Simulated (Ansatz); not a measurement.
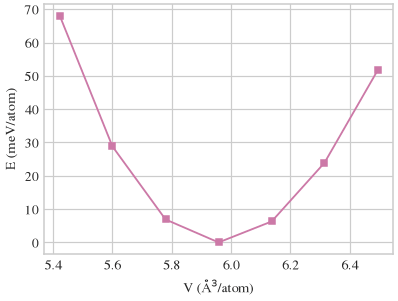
*BC5 in space group I-4m2 (No. 119; B on 2c, C on 4e, C on 2b, C on 4f) under volume change, r²SCAN (plane waves, PAW; program Ansatz), shape and atoms relaxed at each volume.*

What does a third-order Birch–Murnaghan fit give for V₀, B₀ and B′?

V₀ = 5.96 Å³/atom, B₀ = 391 GPa, B′ = 3.6.

The workflow started from a Materials Project entry (that database holds measured and hypothetical structures alike); the Crystallography Open Database copy checked does not list it. Whether it is the stable phase at ambient conditions was not checked. Symmetry was held in the r²SCAN relaxation; whether a distortion lowers the energy is not shown. Its formation energy is positive at this level, so the cell may be metastable or incomplete.

Potentials: the later of the program's two PAW sets.
